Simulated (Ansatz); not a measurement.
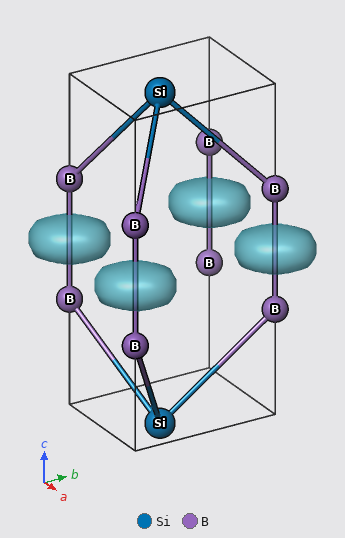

*SiB₂. Isosurface of the electron localisation function at 0.9 (cyan), seen slightly off an axis. Only the valence region is drawn (cores and ρ < 0.01 e/Å³ removed). Sticks mark near contacts.*

Space group P-6m2; a structure generated by program, which may or may not match a known phase.

Computed with Ansatz 0.2.0, DFT PBE, scalar-relativistic, plane waves, PAW.

Core electrons are frozen (PAW), and the valence fields are smoothed inside the atomic spheres.

Input

```
crystal:
  lattice:
    - [2.8006718786, 0.0, 0.0]
    - [-1.4003359393, 2.4254529946, 0.0]
    - [0.0, 0.0, 4.5308655926]
  atoms:
    - { symbol: Si, position: [0.6666666667, 0.3333333333, 0.0] }
    - { symbol: B, position: [0.0, 0.0, 0.3172568306] }
    - { symbol: B, position: [0.0, 0.0, 0.6827431694] }
basis:
  ecutwfc: 420
kpoints:
  mp_grid: { grid: [18, 18, 10] }
hamiltonian:
  xc: pbe
scf:
  occupations: { method: gaussian, width: 0.1 }
output:
  forces: true
  stress: true
  eigenvalues: true
  write_density: true
  write_potential: true
  elf: true
  volumetric_format: npy
relax:
  adjacent_minimum: "off"
  f_tol: 0.01
  max_steps: 80
  cell: { stress_tol: 0.05 }
```

Launched as:

```sh
ansatz run input.yaml --threads 1 --pin off --max-ram 2560MiB --backend cpu --events-out ev --progress --plain --runs-dir out
```

Below, planes, directions and counts refer to the conventional cell (a = 2.80 Å, b = 2.80 Å, c = 4.54 Å, α = 90.00°, β = 90.00°, γ = 120.00°).

The fields are those of the run's last geometry, not of the input's.

Q: Where are the electrons localised?

A: At this value the surface marks out one region between bonded B–B atoms, counted in one cell of 3 atoms. Any copies at cell faces, edges or corners count once. Along the contacts the grid gives the following. B–B (1.65 Å): the ELF peaks at about 1 between the atoms. Si–B (2.17 Å): the ELF peaks at about 0.85 between the atoms.
